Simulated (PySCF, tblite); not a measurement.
# C5H11BF2Si: geometry, infrared bands and NMR shifts

Aim: predict the infrared bands and NMR shifts of C5H11BF2Si (`C/C(=C/B(F)F)CC[SiH3]`).

Computed with tblite 0.8.0 and PySCF 2.14.0, with density-fitted response routines of our own, on a single molecule in the gas phase. Atoms are numbered from 0 throughout.

### Step 1. The molecule as given

20 atoms, charge 0, multiplicity 1; geometry from: force field or distance geometry start.

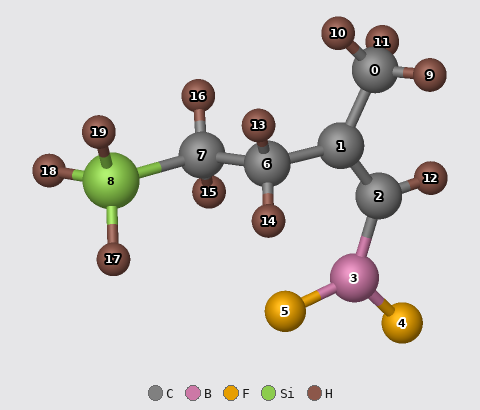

As it starts; carbon grey, boron pink, fluorine amber, silicon green, hydrogen brown, atoms numbered; sticks join atoms by distance.

### Step 2. Optimising the geometry with GFN2-xTB

What the job is given:

```
{"job": {"kind": "relax", "xc": "GFN2-xTB", "basis": "xTB"}, "charge": 0, "multiplicity": 1}
C      1.086200     2.085200    -0.880600
C      0.975000     0.729300    -0.252100
C      2.014100    -0.142500    -0.428100
B      2.126500    -1.600700     0.127700
F      3.310300    -2.377600    -0.164400
F      1.088500    -2.224200     0.933300
C     -0.255300     0.392500     0.566100
C     -1.244500    -0.420200    -0.257200
Si    -2.743400    -0.894500     0.763100
H      1.948600     2.632600    -0.463400
H      0.163600     2.692800    -0.695400
H      1.195700     1.978200    -1.976900
H      2.847200     0.186600    -1.019400
H     -0.750700     1.326700     0.894700
H      0.021500    -0.133900     1.504500
H     -0.783800    -1.356200    -0.624400
H     -1.591100     0.177800    -1.128900
H     -2.322700    -1.714300     1.907100
H     -3.686700    -1.657900    -0.062500
H     -3.404200     0.330800     1.253700
```

Started as:

```bash
$ OMP_NUM_THREADS=1 python probes_run.py task.json out
```

One launch serves the whole session: the jobs run in the order shown.

**Question.** This job is followed by: GFN2-xTB harmonic vibrations, gas phase; GIAO PBE0/pcSseg-1 NMR shielding, non-relativistic, gas phase. What will the session give for the following? strongest single infrared mode (GFN2-xTB); zero-point energy (GFN2-xTB); 13C shifts against TMS (PBE0/pcSseg-1); 1H shifts against TMS (PBE0/pcSseg-1, means over atoms taken as alike); 11B shifts against BF3·OEt2 (PBE0/pcSseg-1); 19F shifts against CFCl3 (PBE0/pcSseg-1, means over atoms taken as alike); 29Si shifts against TMS (PBE0/pcSseg-1); surface potential, least and greatest.

As calculated:

```
                                                                 quantity                               value
                                strongest single infrared mode (GFN2-xTB)                793 cm⁻¹, 373 km/mol
                                             zero-point energy (GFN2-xTB)                       93.0 kcal/mol
                                   13C shifts against TMS (PBE0/pcSseg-1)  192.2, 115.7, 36.6, 31.0, 16.3 ppm
   1H shifts against TMS (PBE0/pcSseg-1, means over atoms taken as alike)    5.50, 3.88, 2.38, 2.13, 0.84 ppm
                              11B shifts against BF3·OEt2 (PBE0/pcSseg-1)                            22.9 ppm
19F shifts against CFCl3 (PBE0/pcSseg-1, means over atoms taken as alike)                           -83.9 ppm
                                  29Si shifts against TMS (PBE0/pcSseg-1)                           -69.1 ppm
                                    surface potential, least and greatest                  -0.94 V and 1.17 V
```

What this shows: Relaxing lowered the energy by 0.706 eV in 148 steps; the close pair that moved most is B3–F5, from 1.454 to 1.326 Å. No mode is imaginary among the 54: a minimum at this level. Unscaled tight-binding wavenumbers are off by several per cent, some by more. Its intensities can rank the bands wrongly. The most deshielded hydrogen is H12 (hydrogen on an alkene CH), at 5.50 ppm: a vinylic proton, deshielded by the sp2 carbon and the C=C anisotropy. At PBE0/pcSseg-1: The widest tensor belongs to C1: span 300 ppm, with a paramagnetic part of -267 ppm. By nearest atom (PBE0/pcSseg-1), the HOMO sits on C2 40 %; C1 24 % and the LUMO on C1 33 %; B3 24 %.
